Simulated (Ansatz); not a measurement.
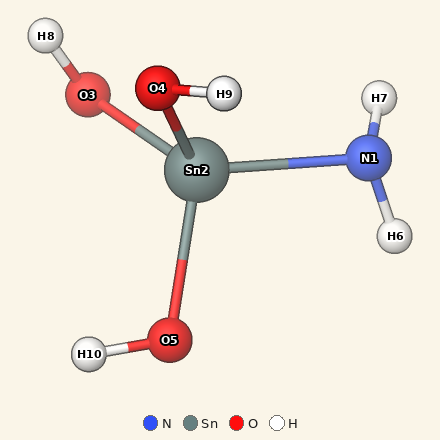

The system is H5NO3Sn, SMILES [NH2][Sn]([OH])([OH])[OH]; the picture shows the reference structure. The first coordinate is: dihedral H6–N1–Sn2–O3; the second: dihedral N1–Sn2–O4–H9. Nothing is relaxed (all other coordinates rigid). The scan uses a 10 × 10 grid. Points are written as (first, second). Energies: cm⁻¹, counted from the lowest grid point. Method: Ansatz, RKS PBE-D4/def2-SVP.

Its coordinates:

```
atom    x (Å)    y (Å)    z (Å)
   N  -1.3973   0.1566  -1.2409
  Sn   0.1596  -0.0110   0.0831
   O   1.2674  -1.6753  -0.0702
   O  -0.4685  -0.1238   1.9851
   O   1.2427   1.6379  -0.2595
   H  -1.1172   0.8157  -1.9827
   H  -1.5468  -0.7527  -1.7021
   H   1.2065  -2.1450   0.7865
   H  -1.2857   0.4057   2.0739
   H   2.0224   1.6406   0.3296
```

Range: dihedral H6–N1–Sn2–O3 from −180 to 144°; dihedral N1–Sn2–O4–H9 from −180 to 144°.

**Predict the map.**

The lowest grid point is at (−108°, −36°). A higher local minimum lies near (108°, −72°) (592 cm⁻¹ above the lowest at that grid point). The highest grid point, (36°, 108°), lies 1568 cm⁻¹ above the lowest. On the interpolated surface the easiest way out of the lowest well to the well at (108°, −72°) passes a barrier of about 820 cm⁻¹. Round the minimum the valley is somewhat tilted: raising dihedral H6–N1–Sn2–O3 shifts the best value of dihedral N1–Sn2–O4–H9 downwards (coupling k₁₂/√(k₁₁k₂₂) about 0.4).

```
dihedral N1–Sn2–O4–H9 ↓, dihedral H6–N1–Sn2–O3 →  −180  −144  −108   −72   −36     0    36    72   108   144
                                             144  1507  1327  1138  1241  1426  1499  1446  1276  1185  1367
                                             108  1388  1310  1219  1306  1433  1523  1568  1438  1242  1278
                                              72  1086   985  1034  1239  1365  1414  1489  1436  1237  1140
                                              36   854   563   594   953  1230  1297  1293  1245  1150  1065
                                               0   779   307   129   484   926  1122  1070   946   928   984
                                             −36   795   358     0   161   567   867   919   760   676   825
                                             −72   806   527   185   184   420   685   840   740   592   716
                                            −108   875   683   479   483   586   718   846   813   714   806
                                            −144  1112   887   769   885   982   987   990   959   959  1095
                                            −180  1378  1126   970  1130  1297  1297  1211  1104  1114  1319
```

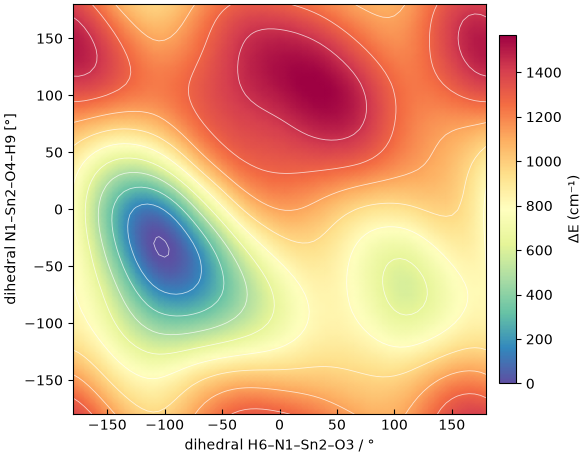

The picture shows a smooth colour map with a few white contour lines. Between grid points the surface is interpolated.

Time for the 100 points that were run: 11 min on 1 thread of Arm Neoverse V2, with other jobs on the host.
